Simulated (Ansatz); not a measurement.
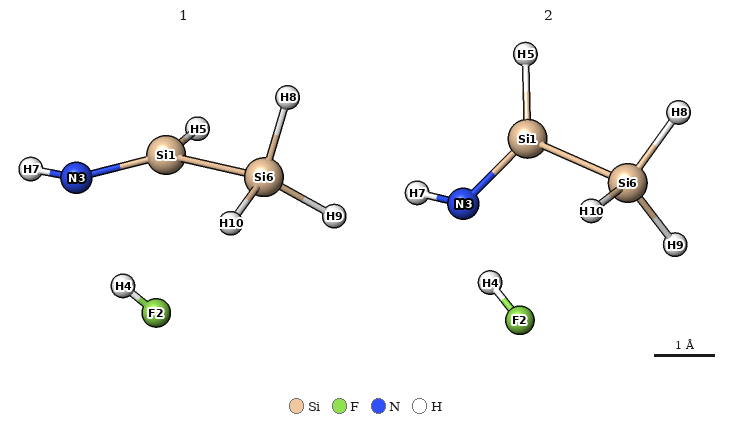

Two geometries of Si2NH6F (started from a transition state, displaced along its imaginary mode), drawn at one scale. One is the start of a relaxation, the other its converged end. The picture is a ball-and-stick view, seen from a free direction.

Theory: Ansatz 0.2.0, RKS PBE0-D4/def2-TZVP. Settings: force threshold 0.005 eV/Å; at most 200 steps.

Question: Which geometry has the lower energy?

Answer: Structure 2 is the relaxed one. The energy falls by 226.9 kJ/mol in 23 accepted moves (24 points after the start). The largest force component goes from 21 to 0.0013 eV/Å. The line search rejected the trial step at point 14 of the run. The largest move after the best rigid fit is that of H5, 1.68 Å. Largest moves by element: H 1.68 Å, F 0.94 Å, N 0.92 Å, Si 0.28 Å. Near-neighbour distances that change, for instance: N3–H4 2.001 → 1.573 Å, F2–H4 0.732 → 0.979 Å, Si1–N3 1.589 → 1.607 Å, Si1–Si6 2.354 → 2.340 Å. Among the angles between lasting bonds that change: H5–Si1–Si6 114.6° → 120.4°, N3–Si1–Si6 119.6° → 116.4°, N3–Si1–H5 125.3° → 123.2°. Groups turn about Si1–Si6 by about 75°.
